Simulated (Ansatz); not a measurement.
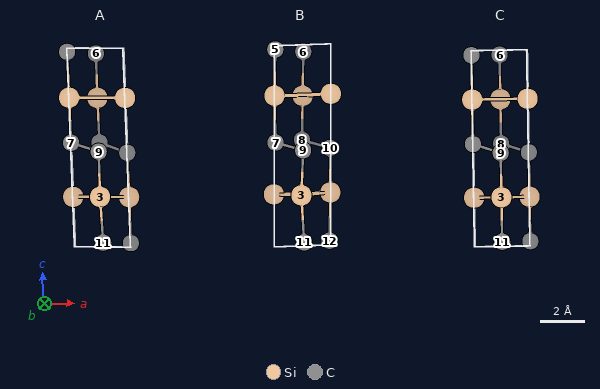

3 geometries from one relaxation of solid SiC2 (a generated structure, set up in P1) (coarse preliminary run), in shuffled order. Style: ball-and-stick. Shown: the cell of the calculation, along the b axis.

The calculation used DFT PBE, scalar-relativistic, plane waves, PAW (Ansatz). Settings: plane-wave cutoff 420 eV; k-point mesh 8 × 6 × 4; occupations gaussian; smearing width 0.2 eV; no spin polarisation; cell and atoms relaxed; force threshold 0.025 eV/Å; at most 60 steps.

Question: Put them in the order of the run, from the start to the converged end.

Answer: B, A, C. They are steps 0, 1, 8, at +101 meV per atom, +26.8 meV per atom relative to the last. Over 6 accepted moves (8 points after the start) the energy falls by 101 meV per atom. Largest force component: 4 eV/Å at the start, 0.0037 eV/Å at the end. Pressure: −7.57 GPa at the start and 0.04 GPa at the end. At 2 points the geometry stayed and the basis and grid were re-selected for the new cell (energy shift of 0.8 meV per atom at most each time). The atom that moves furthest relative to the cell is a C atom (0.11 Å roughly along [1 1 0]). Largest moves by element: C 0.11 Å, Si 0.11 Å. Cell: a 2.597 → 2.549 Å (−1.8 %), b 4.416 → 4.399 Å (−0.4 %), c 9.238 → 9.014 Å (−2.4 %), α 90.2° → 90.0°, β 88.0° → 90.0°, γ 91.0° → 90.0°. Volume −4.5 %. Near-neighbour distances that change, for instance: C–Si 2.220 → 2.042 Å, C–C 1.661 → 1.529 Å, C–Si 2.168 → 2.042 Å, Si–Si 2.663 → 2.542 Å. Bond angles that change, for instance: C–C–C 120.4° → 112.5°, Si–C–C 99.1° → 106.2°, Si–C–C 112.8° → 106.2°. The space group (tolerance 0.01 Å) goes from P1 (No. 1) to Cmcm (No. 63).
